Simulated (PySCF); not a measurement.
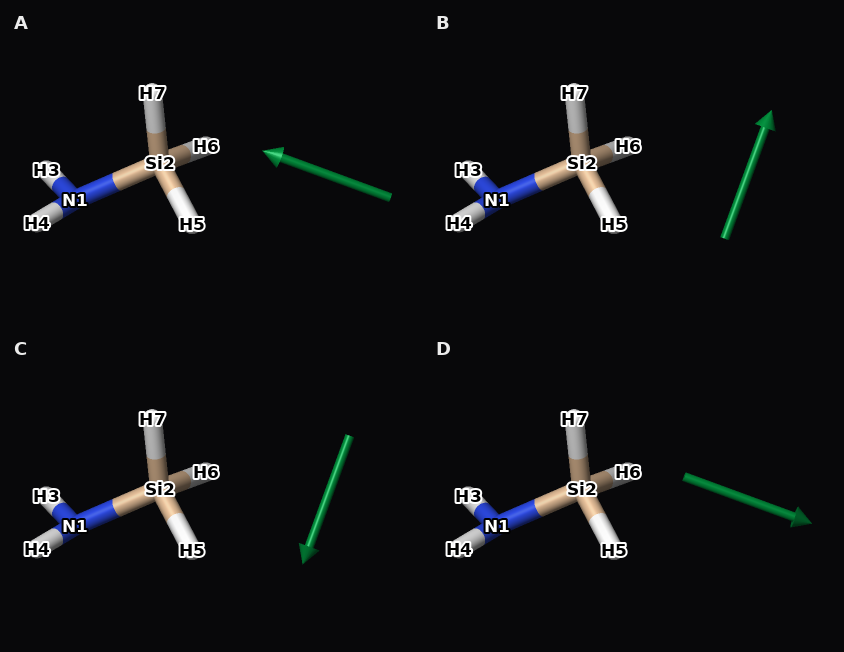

The same molecule four times, each with an arrow. The geometry was computed by an optimisation with GFN2-xTB. No frequency run is at hand to confirm it as a minimum. Level of theory: PBE0/pcSseg-1, gas phase (PySCF 2.14.0).

> Which arrow points along the dipole moment, from the negative to the positive end?

A. The dipole moment is 1.21 D; it points from the side of H5, H6 to the side of H3, H4 (the outermost atoms at the two ends).

The geometry is semi-empirical. Around Si such bond lengths and angles can be off by a tenth of an ångström or more and by several degrees, and values that hang on the shape move with them.
